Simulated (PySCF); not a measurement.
**C5H7ClGaN: electronic excitations**

Wanted: the electronic excitations of C5H7ClGaN (`CC#CCC#[N+][GaH2-][Cl]`), by calculation.

Programs: PySCF 2.14.0, with density-fitted response routines of our own. Each step states its level of theory. These are calculated values for one molecule in the gas phase, unless marked as measured. Atoms are numbered from 0 throughout.

## Step 1: The molecule as given

15 atoms, charge 0, multiplicity 1; geometry from: GFN2-xTB.

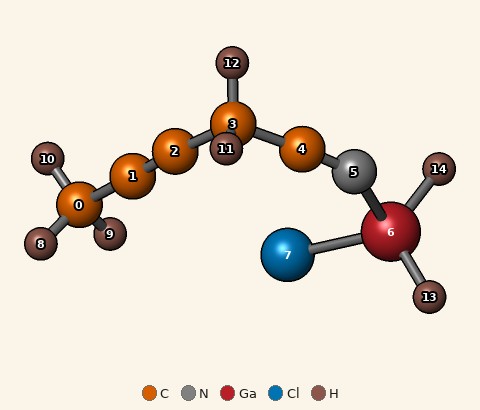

The starting geometry (carbon orange, nitrogen grey, gallium red, chlorine blue, hydrogen brown), atoms numbered.

## Step 2: TDDFT and polarisability: wB97X-D/def2-SVPD

What the job is given:

```
{"job": {"kind": "uv", "xc": "wB97X-D", "basis": "def2-SVPD", "nstates": 8, "ntriplets": 3}, "charge": 0, "multiplicity": 1}
C     -2.371504    -1.320746     0.949750
C     -1.739456    -0.219222     0.270520
C     -1.252784     0.712490    -0.305973
C     -0.525572     1.782640    -0.984136
C      0.848258     1.392652    -0.893966
N      1.918415     0.993338    -0.767502
Ga     3.061897    -0.572374     0.016815
Cl     1.548532    -1.763332     0.831063
H     -2.921392    -0.962750     1.818758
H     -1.599539    -2.016907     1.276003
H     -3.056157    -1.833580     0.275770
H     -0.681509     2.744479    -0.484854
H     -0.831035     1.864117    -2.032406
H      3.904407     0.264029     1.006768
H      3.693026    -1.056842    -1.307900
```

With the program's defaults for keys left out, this is: TDDFT wB97X-D/def2-SVPD, vertical, gas phase, core orbitals frozen in the response.

The run is started by

```console
$ OMP_NUM_THREADS=1 python probes_run.py task.json out
```

This one command runs all jobs of the session in turn.

The log of the run:

```text
coarse grid: 62056 points
cycle   1  E = -2633.8171690686  dE =  6.456e-01  |g| = 6.934e-01  |ddm| = 7.939e+00
cycle   2  E = -2633.7706170482  dE =  4.655e-02  |g| = 9.191e-01  |ddm| = 2.723e+00
cycle   3  E = -2633.9213561717  dE = -1.507e-01  |g| = 1.525e-01  |ddm| = 1.036e+00
cycle   4  E = -2633.9257853529  dE = -4.429e-03  |g| = 6.348e-02  |ddm| = 2.617e-01
cycle   5  E = -2633.9265088351  dE = -7.235e-04  |g| = 1.354e-02  |ddm| = 1.347e-01
cycle   6  E = -2633.9265462991  dE = -3.746e-05  |g| = 2.643e-03  |ddm| = 3.799e-02
cycle   7  E = -2633.9265487324  dE = -2.433e-06  |g| = 1.290e-03  |ddm| = 1.438e-02
final grid: 129672 points
cycle   8  E = -2633.9264023757  dE = -1.684e-06  |g| = 1.879e-03  |ddm| = 1.766e-02
cycle   9  E = -2633.9264018542  dE =  5.215e-07  |g| = 2.470e-03  |ddm| = 6.678e-03
cycle  10  E = -2633.9264031989  dE = -1.345e-06  |g| = 2.008e-04  |ddm| = 3.474e-03
cycle  11  E = -2633.9264032093  dE = -1.036e-08  |g| = 5.453e-05  |ddm| = 4.877e-04
cycle  12  E = -2633.9264032102  dE = -9.686e-10  |g| = 3.719e-05  |ddm| = 1.828e-04
cycle  13  E = -2633.9264032105  dE = -3.001e-10  |g| = 1.068e-05  |ddm| = 6.030e-05
converged SCF energy = -2633.9264032105

Static polarisability (au): isotropic 104.412, principal 80.755 106.978 125.503

Singlet excitations
state   eV       nm        f      main configurations
  1   5.7175    216.9   0.00492   H->L 0.95
  2   6.0982    203.3   0.00022   H-2->L 0.81
  3   6.3926    193.9   0.04210   H-1->L 0.52, H-3->L 0.23, H-2->L+5 0.13
  4   6.4750    191.5   0.04604   H->L+1 0.92
  5   6.7437    183.9   0.00006   H-1->L+1 0.34, H-1->L+5 0.25, H-3->L+1 0.20
  6   6.8534    180.9   0.06697   H-3->L 0.60, H-1->L 0.32
  7   7.1032    174.5   0.04279   H->L+6 0.25, H->L+3 0.22, H->L+7 0.22
  8   7.1415    173.6   0.03902   H-2->L+1 0.86

Triplet excitations (Tamm-Dancoff, eV): 5.3239 5.5965 5.7702
```

Wall time 2.5 min (1 thread of Arm Neoverse N1, shared host); peak memory 1 GiB.

Frontier orbitals and where they lie:

```csv
orbital,eV,atoms
HOMO−3,-10.30,"Cl7 41 %, C2 16 %, C1 15 %"
HOMO−2,-10.15,"C2 38 %, C1 36 %, C0 8 %"
HOMO−1,-10.08,"Cl7 37 %, C2 24 %, C1 21 %"
HOMO,-9.11,"Cl7 30 %, Ga6 30 %, H14 19 %"
LUMO,0.56,"N5 30 %, C4 30 %, C3 9 %"
LUMO+1,1.12,"N5 34 %, C4 31 %, C3 14 %"
LUMO+2,1.51,"C3 22 %, C4 19 %, Ga6 17 %"
```

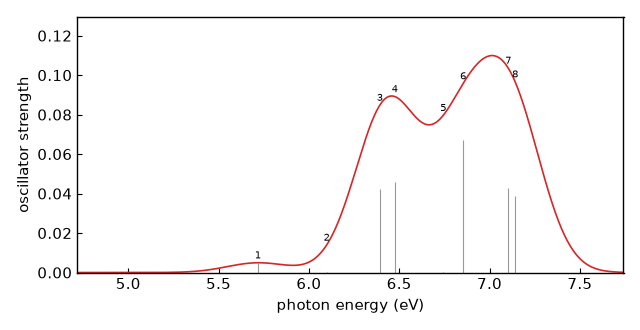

Absorption spectrum from the 8 singlet states computed; above the last one it falls off for lack of states. Lines are broadened to a width of 0.40 eV (Gaussian).

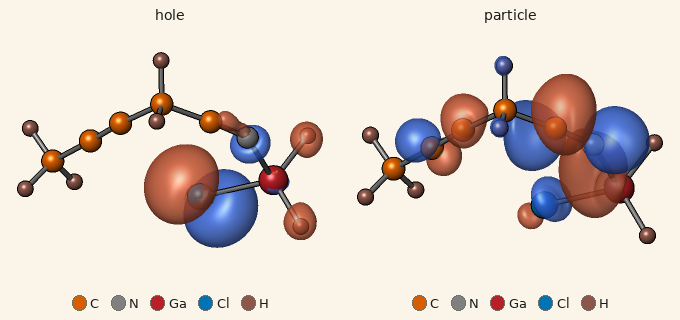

Leading natural transition orbitals of singlet state 6: the electron leaves the hole (left) for the particle orbital (right).

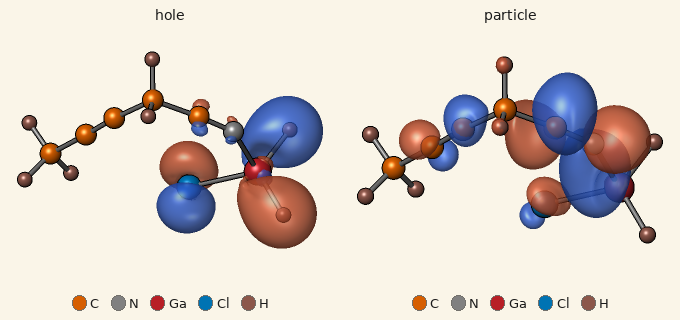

Leading natural transition orbitals of singlet state 1: the electron leaves the hole (left) for the particle orbital (right).

Further results of this job:

| property | computed |
| --- | --- |
| dipole moment (D) | 6.72 |
| polarisability (Å³) | 15.47 |
| HOMO–LUMO gap (eV) | 9.67 |
| −ε(HOMO) (eV) | 9.11 |

Orbitals, density, ELF and potential are computed afterwards from the orbital file.

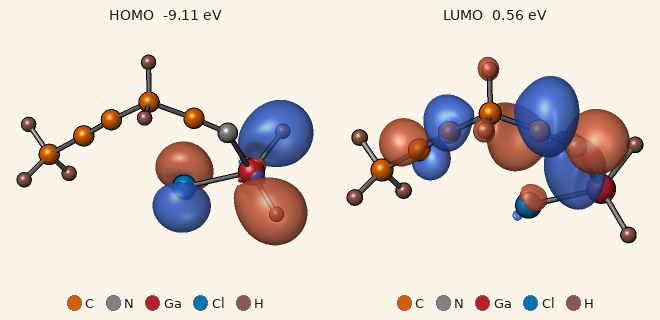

wB97X-D/def2-SVPD orbitals near the gap, drawn at the value that encloses 70 % of each; the two colours are the two signs.

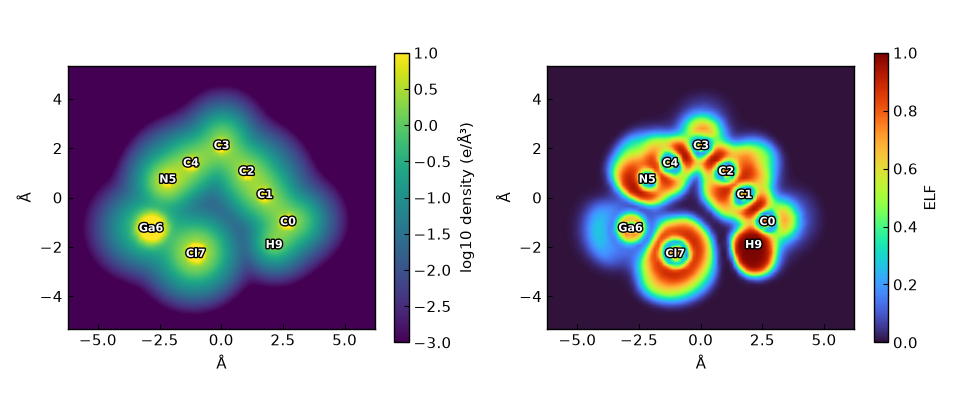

Density (left) and ELF (right) in a plane through or near 9 of the atoms.

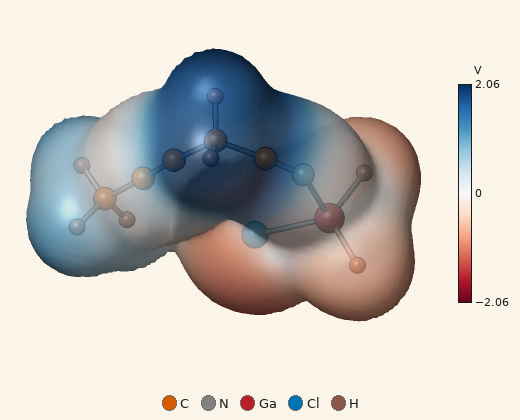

Electrostatic potential on the surface of density 0.002 e/bohr³; red is low, blue high. It runs from -1.24 V near Cl7 to 2.06 V near H11.

## Step 3: Summary of results

| quantity | value |
| --- | --- |
| lowest singlet (wB97X-D/def2-SVPD) | 5.72 eV (217 nm), f = 0.005 |
| brightest single state of those computed | state 6, 6.85 eV, f = 0.067 |
| lowest triplet | 5.32 eV |
| surface potential, least and greatest | -1.24 V and 2.06 V |

**Reading.** The lowest singlet, at 5.72 eV, is HOMO→LUMO 0.95 and is weak; of the 8 states computed, the strongest absorption comes from state 6 at 6.85 eV (the last state computed is bright too, and its partners may lie past the list). The lowest triplet lies 0.39 eV below the lowest singlet (triplets in Tamm-Dancoff, singlets in full TDDFT).
